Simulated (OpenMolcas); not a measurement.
# Ir⁶⁺ among point charges: CASSCF and CASPT2 levels and susceptibility

Aim: the splitting of the states of Ir⁶⁺ in the field of 6 point charges, its lowest levels with spin-orbit coupling and its magnetic susceptibility.

The numbers are computed with OpenMolcas 26.06 (state-averaged CASSCF and CASPT2, spin-orbit coupling by RASSI with atomic mean-field integrals), except any that are marked as measured or tabulated.

## Step 1: What is computed

```
Species                           : Ir⁶⁺ (iridium, Z = 77, 71 electrons)
Basis                             : ANO-RCC-VDZP [7s6p4d2f], 59 functions
Scalar Hamiltonian                : DKH2, point nucleus
Inactive shells                   : 1s 2s 2p 3s 3p 3d 4s 4p 4d 4f 5s 5p
Active space                      : 3 electrons in 5 orbitals (5d)
Some configurations of this space : 5d³
Orbitals                          : optimised for each spin and parity, averaged over all roots
```

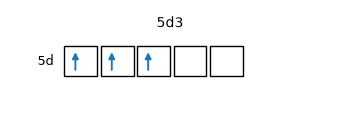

Outer shells as boxes.

The ion sits among 6 point charges of -1 e arranged as an octahedron (Oh), 2.13 Å from the ion.

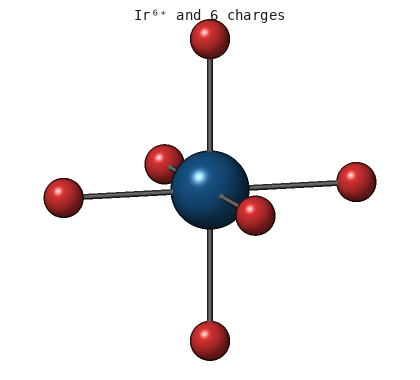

The ion and the point charges (red).

The work runs as a chain of OpenMolcas steps in one folder; each step below is one input file. Labels, J, g values, rates, χT and fits are worked out afterwards by a script from the matrices that RASSI stores. The input lists half of the charges; inversion (Group=XYZ) makes the rest.

## Step 2: GATEWAY and SEWARD: basis and integrals

Contents of a.inp:

```
&GATEWAY
Coord
1

Ir 0.0 0.0 0.0
Basis=ANO-RCC-VDZP
Group=XYZ
NoMove
AngMom=0.0 0.0 0.0
AMFI
XField
3 Angstrom 0
2.130000 0.000000 0.000000 -1.000000
0.000000 2.130000 0.000000 -1.000000
0.000000 0.000000 2.130000 -1.000000
&SEWARD
```

Command:

```
$ OMP_NUM_THREADS=1 MOLCAS_MEM=1689 MOLCAS_PROJECT=a pymolcas a.inp > a.log
```

Output:

```text
Basis set label: IR.ANO-RCC...7S6P4D2F.

      Electronic valence basis set:
      ------------------
      Associated Effective Charge  77.000000 au
      Associated Actual Charge     77.000000 au
      Nuclear Model: Point charge

      Shell  nPrim  nBasis  Cartesian Spherical Contaminant
         s      24       7        X
         p      21       6        X
         d      15       4                 X
         f      11       2                 X
                  Relativistic Douglas-Kroll-Hess integrals:
                    - DKH order of Hamiltonian: 2
                    - DKH order of Properties : 0
                  Atomic mean-field integrals
```

## Step 3: CASSCF: quartets of even parity, 10 roots

Contents of a.inp:

```
&RASSCF
FileOrb=start.orb
Symmetry=1
Spin=4
nActEl=3 0 0
Inactive=15 19
Ras2=5 0
CIRoot=10 10 1
SDav=10
CIMx=300
Iter=120 100
PrWF=0.3
OrbListing=Nothing
MaxOrb=0
>>> COPY $Project.JobIph JOB001
```

Command:

```
$ OMP_NUM_THREADS=1 MOLCAS_MEM=1689 MOLCAS_PROJECT=a pymolcas a.inp > a.log
```

start.orb holds the contracted functions of the basis, ordered by shell, or the orbitals of the step before.

Output, shortened:

```text
[...]
      Number of active orbitals                  5
[...]
      Spin quantum number                      1.5
[...]
      Active orbitals                            5   0
[...]
      Number of CSFs                            10
      Number of root(s) required                10
[...]
      Convergence after  7 iterations
[...]
      Natural orbitals and occupation numbers for root  1
      sym 1:   1.000000   1.000000  -0.000000   1.000000   0.000000
      Natural orbitals and occupation numbers for root  2
      sym 1:   1.000000   0.762676   0.762676   0.237324   0.237324
      Natural orbitals and occupation numbers for root  3
      sym 1:   0.677856   0.677856   0.322144   1.000000   0.322144
::    RASSCF root number  1 Total energy: -17811.45936955
::    RASSCF root number  2 Total energy: -17811.44737752
::    RASSCF root number  3 Total energy: -17811.44737752
[...]
::    RASSCF root number  7 Total energy: -17811.43815902
::    RASSCF root number  8 Total energy: -17811.37838720
::    RASSCF root number  9 Total energy: -17811.37838720
::    RASSCF root number 10 Total energy: -17811.37838720
```

## Step 4: Reference wave functions, doublets of even parity, 40 roots

Contents of a.inp:

```
&RASSCF
FileOrb=start.orb
Symmetry=1
Spin=2
nActEl=3 0 0
Inactive=15 19
Ras2=5 0
CIRoot=40 40 1
SDav=40
CIMx=300
Iter=120 100
PrWF=0.3
OrbListing=Nothing
MaxOrb=0
>>> COPY $Project.JobIph JOB002
```

Output, shortened:

```text
[...]
      Number of active orbitals                  5
[...]
      Spin quantum number                      0.5
[...]
      Active orbitals                            5   0
[...]
      Number of CSFs                            40
      Number of root(s) required                40
[...]
      Convergence after  7 iterations
[...]
      Natural orbitals and occupation numbers for root  1
      sym 1:   0.943626   0.143437   0.149064   0.927455   0.836418
      Natural orbitals and occupation numbers for root  2
      sym 1:   0.877544   0.149064   0.143437   0.861373   0.968581
      Natural orbitals and occupation numbers for root  3
      sym 1:   0.875385   0.880481   0.336735   0.773364   0.134035
::    RASSCF root number  1 Total energy: -17811.37921879
::    RASSCF root number  2 Total energy: -17811.37921879
::    RASSCF root number  3 Total energy: -17811.37741901
[...]
::    RASSCF root number 27 Total energy: -17811.33185851
::    RASSCF root number 28 Total energy: -17811.33185851
::    RASSCF root number 29 Total energy: -17811.28657199
::    RASSCF root number 30 Total energy: -17811.28494076
```

## Step 5: State interaction with spin-orbit coupling

Contents of a.inp:

```
&RASSI
NrOfJobIphs=2 10 40
1 2 3 4 5 6 7 8 9 10
1 2 3 4 5 6 7 8 9 10 11 12 13 14 15 16 17 18 19 20 21 22 23 24 25 26 27
28 29 30 31 32 33 34 35 36 37 38 39 40
IphNames
JOB001
JOB002
EJob
SpinOrbit
DIPRint=1.0
SOCoupling=1000.0
Subsets=2
Property=9
'ANGMOM' 1 'ANGMOM' 2 'ANGMOM' 3 'MLTPL  1' 1 'MLTPL  1' 2 'MLTPL  1' 3
'AMFI' 1 'AMFI' 2 'AMFI' 3
SOProperty=3
'ANGMOM' 1 'ANGMOM' 2 'ANGMOM' 3
```

Output, shortened:

```text
SPIN-FREE ENERGIES:
  (Shifted by EMIN (a.u.) =     -17811.4593695550)
 SF State       Relative EMIN(au)   Rel lowest level(eV)    D:o, cm**(-1)      L_eff
     1             0.0000000000        0.0000000000              0.0000         3.0
     2             0.0119920389        0.3263200023           2631.9483         3.0
     3             0.0119920389        0.3263200023           2631.9483         3.0
     4             0.0119920389        0.3263200023           2631.9483         3.0
     5             0.0212105333        0.5771680151           4655.1740         3.0
     6             0.0212105333        0.5771680151           4655.1740         3.0
     7             0.0212105333        0.5771680151           4655.1740         3.0
    11             0.0801507635        2.1810133842          17591.0593         4.0
    12             0.0801507635        2.1810133842          17591.0593         4.0
    10             0.0809823593        2.2036422593          17773.5735         1.0
[...]
Eigenvalues of complex Hamiltonian:
   -----------------------------------
  (Shifted by EMIN (a.u.) =     -17811.4593695550)
 SO State       Relative EMIN(au)   Rel lowest level(eV)    D:o, cm**(-1)     J-value
     1            -0.0619724996        0.0000000003              0.0000         1.0
     2            -0.0619724996        0.0000000000              0.0000         1.4
     3            -0.0619724996        0.0000000003              0.0000         1.0
     4            -0.0619724996        0.0000000000              0.0000         1.4
     5            -0.0267334029        0.9589046726           7734.0878         1.6
     6            -0.0267334029        0.9589046724           7734.0878         2.3
     7            -0.0267334029        0.9589046726           7734.0878         1.6
     8            -0.0267334029        0.9589046724           7734.0878         2.3
     9            -0.0222030230        1.0821825897           8728.3912         2.0
    10            -0.0222030230        1.0821825897           8728.3912         2.0
    11             0.0026773167        1.7592111214          14188.9946         2.8
[...]
```

These steps took 8 s in all on 1 thread of Intel Xeon 6975P-C (Granite Rapids), shared host.

States without spin-orbit coupling:

```tsv
state	degeneracy	E (cm-1)	free-ion L (%)
4A2	1	0	F (100)
4T2	3	2632	F (100)
4T1	3	4655	F (99)
2E	2	17591	G (85)
4T1	3	17774	P (99)
2T1	3	17986	G (85)
2A1	1	18614	G (100)
2T2	3	19416	G (96)
2T1	3	22662	H (55)
2T2	3	22989	H (84)
2E	2	24289	H (68)
2T1	3	24807	H (51)
2T1	3	25260	H (82)
2T2	3	26730	D (81)
2E	2	27985	D (64)
2A2	1	37925	F (100)
2T2	3	38283	F (99)
2T1	3	38946	F (99)
2E	2	59119	D (100)
2T2	3	59685	D (99)
```

With spin-orbit coupling:

```tsv
E (cm-1)	Degeneracy	Label	2S+1	g
0.0	4	Γ8	4	
7734	4	Γ8	4	
8728	2	Γ7	4	1.32 1.32 1.32
14189	2	Γ6	4	2.88 2.88 2.88
14264	4	Γ8	4	
14872	2	Γ7	4	3.21 3.21 3.21
17770	4	Γ8	4	
18276	4	Γ8	4	
19344	2	Γ6	4	4.45 4.45 4.45
20049	4	Γ8	4	
22100	2	Γ6	4	2.12 2.12 2.12
28469	4	Γ8	2	
28689	2	Γ6	2	1.74 1.74 1.74
29841	2	Γ7	2	2.76 2.76 2.76
30150	4	Γ8	2	
30548	4	Γ8	2	
30906	2	Γ6	2	3.44 3.44 3.44
31722	2	Γ7	4	2.59 2.59 2.59
31766	4	Γ8	4	
36408	4	Γ8	2	
37986	2	Γ6	2	1.25 1.25 1.25
39639	4	Γ8	2	
39820	2	Γ7	2	3.90 3.90 3.90
40656	4	Γ8	2
```

Principal g values are given for doublets only; a zero marks a field direction without first-order Zeeman splitting.

Powder χT (cm³ K/mol): 0.10 at 2 K, 0.10 at 5 K, 0.10 at 10 K, 0.10 at 20 K, 0.11 at 50 K, 0.11 at 100 K, 0.11 at 150 K, 0.11 at 200 K, 0.12 at 250 K, 0.12 at 300 K.

A ligand-field fit to the states below 45000 cm-1 gives 10Dq = 2676 cm-1, B = 965 cm-1 and C = 4046 cm-1 (C/B = 4.19), with a deviation of 20 cm-1.

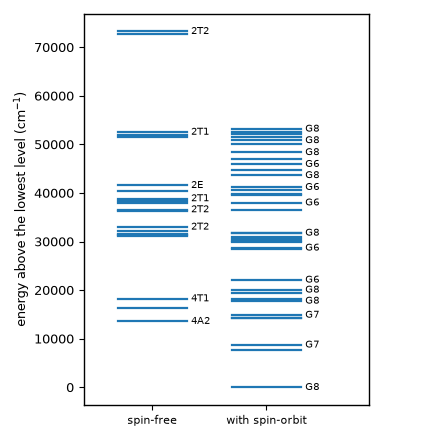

The states in the field without (left) and with (right) spin-orbit coupling.

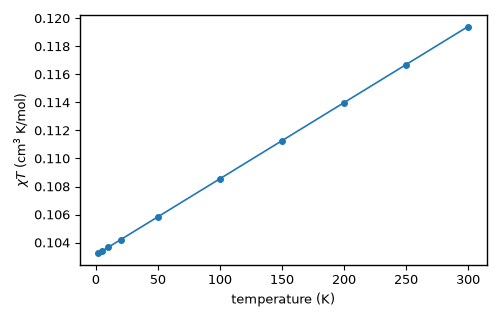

χT against temperature.

Orbitals of the lowest block (energies include the constant potential of the surroundings):

```tsv
shell	space	energy (hartree)	mean occupation	⟨r²⟩ (bohr²)
1s	inactive	-2807.8229	2.000	0.000388
2s	inactive	-498.2789	2.000	0.00633
2p	inactive	-435.1471	6.000	0.00529
3s	inactive	-120.1711	2.000	0.0413
3p	inactive	-101.2665	6.000	0.0421
3d	inactive	-79.4474	10.000	0.0352
4s	inactive	-28.1361	2.000	0.203
4p	inactive	-21.7892	6.000	0.229
4d	inactive	-13.6359	10.000	0.264
4f	inactive	-4.5734	14.000	0.337
5s	inactive	-5.6792	2.000	1.08
5p	inactive	-3.8427	6.000	1.35
5d	RAS2		3.000	2.20
```

## Step 6: CASPT2: IPEA 0.25, imaginary shift 0.1 (closed shells correlated: 5s 5p)

Contents of a.inp:

```
>>> COPY JOB001 $Project.JobIph
&CASPT2
Multistate=10 1 2 3 4 5 6 7 8 9 10
NoMult
Frozen=14 16
IPEA=0.25
Imaginary=0.1
MaxIter=60
WThr=0.0 0.3 0.05
PrWF=0.5
NoMix
>>> COPY JOB002 $Project.JobIph
&CASPT2
Multistate=40 1 2 3 4 5 6 7 8 9 10 11 12 13 14 15 16 17 18 19 20 21 22
23 24 25 26 27 28 29 30 31 32 33 34 35 36 37 38 39 40
NoMult
Frozen=14 16
IPEA=0.25
Imaginary=0.1
MaxIter=60
WThr=0.0 0.3 0.05
PrWF=0.5
NoMix
```

Output:

```text
Orbital specifications:
      -----------------------

      Symmetry species                           1   2
                                                ag  au
      Frozen orbitals                           14  16
      Inactive orbitals                          1   3
      Active orbitals                            5   0
      Secondary orbitals                         7  13
      Deleted orbitals                           0   0
      Number of basis functions                 27  32
Type of calculation                        SS-CASPT2
      Fock operator                              state-specific
      IPEA shift                                 0.25
      Real shift                                 0.00
      Imaginary shift                            0.10
      The input orbitals will be transformed to quasi-canonical
Reference energy:      -17811.4593695550
      E2 (Non-variational):      -0.1364330199
      Shift correction:          -0.0000478400
      E2 (Variational):          -0.1364808599
      Total energy:          -17811.5958504148
      Residual norm:              0.0000001421
      Reference weight:           0.97572
      Contributions to the CASPT2 correlation energy
      Active & Virtual Only:         -0.0087279171
      One Inactive Excited:          -0.0633035629
      Two Inactive Excited:          -0.0644015399
Reference energy:      -17811.4473775161
      E2 (Non-variational):      -0.1378132905
      Shift correction:          -0.0000498419
      E2 (Variational):          -0.1378631324
      Total energy:          -17811.5852406485
      Residual norm:              0.0000002112
      Reference weight:           0.97514
      Contributions to the CASPT2 correlation energy
      Active & Virtual Only:         -0.0090601664
      One Inactive Excited:          -0.0639817146
      Two Inactive Excited:          -0.0647714096
::    CASPT2 Root  1     Total energy: -17811.59585041
::    CASPT2 Root  2     Total energy: -17811.58524065
::    CASPT2 Root  3     Total energy: -17811.58559309
::    CASPT2 Root  4     Total energy: -17811.58484244
::    CASPT2 Root  5     Total energy: -17811.57509202
::    CASPT2 Root  6     Total energy: -17811.57483019
::    CASPT2 Root  7     Total energy: -17811.57551635
::    CASPT2 Root  8     Total energy: -17811.52337740
::    CASPT2 Root  9     Total energy: -17811.52316694
::    CASPT2 Root 10     Total energy: -17811.52327063
Orbital specifications:
      -----------------------

      Symmetry species                           1   2
                                                ag  au
      Frozen orbitals                           14  16
      Inactive orbitals                          1   3
      Active orbitals                            5   0
      Secondary orbitals                         7  13
      Deleted orbitals                           0   0
      Number of basis functions                 27  32
Type of calculation                        SS-CASPT2
      Fock operator                              state-specific
      IPEA shift                                 0.25
      Real shift                                 0.00
      Imaginary shift                            0.10
      The input orbitals will be transformed to quasi-canonical
Reference energy:      -17811.3792187914
      E2 (Non-variational):      -0.1427528170
      Shift correction:          -0.0000586998
      E2 (Variational):          -0.1428115168
      Total energy:          -17811.5220303082
      Residual norm:              0.0000001191
      Reference weight:           0.97362
      Contributions to the CASPT2 correlation energy
      Active & Virtual Only:         -0.0112919880
      One Inactive Excited:          -0.0658412120
      Two Inactive Excited:          -0.0656196169
Reference energy:      -17811.3792187914
      E2 (Non-variational):      -0.1425168475
      Shift correction:          -0.0000583888
      E2 (Variational):          -0.1425752364
      Total energy:          -17811.5217940278
      Residual norm:              0.0000001188
      Reference weight:           0.97371
      Contributions to the CASPT2 correlation energy
      Active & Virtual Only:         -0.0112933521
      One Inactive Excited:          -0.0656052901
      Two Inactive Excited:          -0.0656182053
::    CASPT2 Root  1     Total energy: -17811.52203031
::    CASPT2 Root  2     Total energy: -17811.52179403
::    CASPT2 Root  3     Total energy: -17811.52016027
::    CASPT2 Root  4     Total energy: -17811.52018810
::    CASPT2 Root  5     Total energy: -17811.52014870
::    CASPT2 Root  6     Total energy: -17811.51820764
::    CASPT2 Root  7     Total energy: -17811.51441669
::    CASPT2 Root  8     Total energy: -17811.51445476
::    CASPT2 Root  9     Total energy: -17811.51446745
::    CASPT2 Root 10     Total energy: -17811.49993781
::    CASPT2 Root 11     Total energy: -17811.49989887
::    CASPT2 Root 12     Total energy: -17811.49993627
::    CASPT2 Root 13     Total energy: -17811.49710315
::    CASPT2 Root 14     Total energy: -17811.49709356
::    CASPT2 Root 15     Total energy: -17811.49710143
::    CASPT2 Root 16     Total energy: -17811.49227041
::    CASPT2 Root 17     Total energy: -17811.49245079
::    CASPT2 Root 18     Total energy: -17811.49103214
::    CASPT2 Root 19     Total energy: -17811.49105981
::    CASPT2 Root 20     Total energy: -17811.49104354
::    CASPT2 Root 21     Total energy: -17811.48574590
::    CASPT2 Root 22     Total energy: -17811.48580164
::    CASPT2 Root 23     Total energy: -17811.48576023
::    CASPT2 Root 24     Total energy: -17811.48434753
::    CASPT2 Root 25     Total energy: -17811.48512147
::    CASPT2 Root 26     Total energy: -17811.48509837
::    CASPT2 Root 27     Total energy: -17811.47605452
::    CASPT2 Root 28     Total energy: -17811.47611109
::    CASPT2 Root 29     Total energy: -17811.43753213
::    CASPT2 Root 30     Total energy: -17811.43556724
```

This run: 2.6 s of run time, 1 thread of Intel Xeon 6975P-C (Granite Rapids), shared host.

SS-CASPT2: lowest energy less the reference's lowest, -0.1365 hartree; reference weights 0.970 to 0.976.

Spin-free states, with their symmetry labels:

```tsv
state	degeneracy	E (cm-1)	free-ion L (%)
4A2	1	0	F (100)
4T2	3	2332	F (100)
4T1	3	4544	F (99)
4T1	3	15929	P (99)
2E	2	16228	G (85)
2T1	3	16611	G (85)
2A1	1	17041	G (100)
2T2	3	17866	G (96)
2T1	3	21053	H (55)
2T2	3	21673	H (84)
2E	2	22713	H (68)
2T1	3	23002	H (51)
2T1	3	24160	H (82)
2T2	3	24361	D (81)
2E	2	26286	D (64)
2A2	1	34747	F (100)
2T2	3	35182	F (99)
2T1	3	35829	F (99)
2E	2	54226	D (100)
2T2	3	54960	D (99)
```

With spin-orbit coupling:

| E (cm-1) | Degeneracy | Label | 2S+1 | g |
| --- | --- | --- | --- | --- |
| 0 | 4 | Γ8 | 4 |  |
| 7960 | 4 | Γ8 | 4 |  |
| 8900 | 2 | Γ7 | 4 | 1.28 1.28 1.28 |
| 14180 | 2 | Γ6 | 4 | 2.86 2.86 2.86 |
| 14390 | 4 | Γ8 | 4 |  |
| 14910 | 2 | Γ7 | 4 | 3.14 3.14 3.14 |
| 17270 | 4 | Γ8 | 4 |  |
| 17860 | 4 | Γ8 | 4 |  |
| 19040 | 2 | Γ6 | 4 | 4.37 4.37 4.37 |
| 19250 | 4 | Γ8 | 4 |  |
| 20820 | 2 | Γ6 | 4 | 2.14 2.14 2.14 |
| 27880 | 4 | Γ8 | 2 |  |
| 27890 | 2 | Γ6 | 2 | 1.87 1.87 1.87 |
| 28920 | 2 | Γ7 | 2 | 2.79 2.79 2.79 |
| 29590 | 4 | Γ8 | 2 |  |
| 29870 | 4 | Γ8 | 2 |  |
| 30250 | 2 | Γ7 | 4 | 2.58 2.58 2.58 |
| 30300 | 2 | Γ6 | 2 | 3.57 3.57 3.57 |
| 30370 | 4 | Γ8 | 4 |  |
| 35070 | 4 | Γ8 | 2 |  |
| 36800 | 2 | Γ6 | 2 | 1.22 1.22 1.22 |
| 38620 | 4 | Γ8 | 2 |  |
| 38920 | 2 | Γ7 | 2 | 3.93 3.93 3.93 |
| 39680 | 4 | Γ8 | 2 |  |

Powder χT (cm³ K/mol): 0.11 at 2 K, 0.11 at 5 K, 0.11 at 10 K, 0.11 at 20 K, 0.11 at 50 K, 0.11 at 100 K, 0.12 at 150 K, 0.12 at 200 K, 0.12 at 250 K, 0.12 at 300 K.

## Step 7: The methods side by side

A. CASSCF
B. SS-CASPT2, IPEA 0.25, imaginary shift 0.1 (closed shells correlated: 5s 5p)

```tsv
method	ground state	first state of that spin (cm-1)	first gap with spin-orbit (cm-1)	χT at 300 K
A	4A2	4T2 2632	7734.1	0.12
B	4A2	4T2 2332	7963.1	0.12
```

## Step 8: Summary of results

| quantity | value |
| --- | --- |
| method | SS-CASPT2, IPEA 0.25, imaginary shift 0.1 (closed shells correlated: 5s 5p) |
| spin-free ground state | 4A2, 1-fold in its orbital part |
| first state of the same spin within the active space | 4T2 at 2330 cm⁻¹ |
| lowest level | 4-fold Γ8 |
| next level | 7963.1 cm⁻¹ |
| χT at 300 K | 0.12 cm³ K/mol |
| effective moment at 300 K | 0.99 μB |

Cost by method:

```tsv
method	time of its own steps	time with the reference
A. CASSCF	8 s	8 s
B. SS-CASPT2, IPEA 0.25, imaginary shift 0.1, +5s 5p	2.6 s	11 s
```

Times are of one thread on a shared host.

In words: The spin-free ground state (4A2) comes to 100 % from free-ion F terms and keeps the highest spin of the shell. χT at 300 K is 0.12, against 1.88 cm³ K/mol for the spin alone, so spin-orbit coupling lowers it. CASPT2 does not keep the components of a term degenerate, and the means are used. The field of point charges can differ much from that of real complexes. Point charges carry no covalency, so the field is a model and not that of real ligands.
